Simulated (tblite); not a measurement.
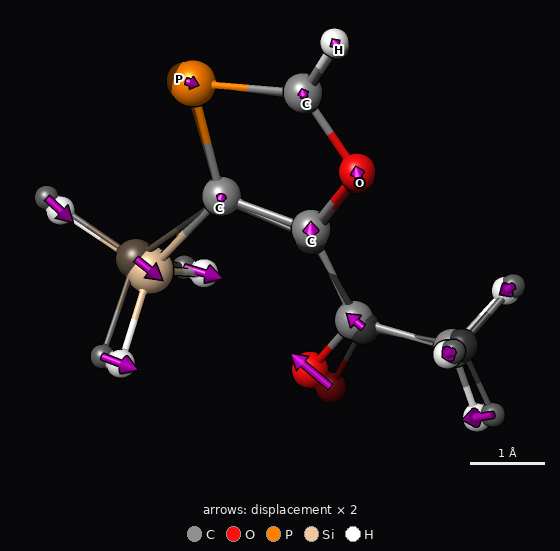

This is a relaxation of C₅H₇O₂PSi. The starting structure is drawn faded, the final one solid; purple arrows show the displacements, magnified 2 times. The two geometries are superimposed by the best rigid fit.

The picture is a ball-and-stick view, seen at a tilt.

Method: GFN2-xTB geometry optimisation, gas phase (tblite). 

What did the optimiser do to the structure, and how much energy did it gain?

The energy falls by 0.642 eV in 50 geometry steps. The largest move after the best rigid fit is that of an O atom, 0.37 Å. By element the largest moves are O 0.37 Å, H 0.30 Å, Si 0.25 Å, C 0.16 Å, P 0.10 Å. Near-neighbour distances that change, for instance: O–Si 3.213 → 2.603 Å, C–P 1.829 → 1.718 Å, C–P 1.855 → 1.768 Å, C–O 1.381 → 1.348 Å. Among the angles between lasting bonds that change: P–C–Si 119.8° → 130.2°, C–C–C 131.2° → 122.2°, C–Si–H 110.5° → 103.1°. Cost: 0.37 s on 1 thread of Arm Neoverse V2 (shared host).
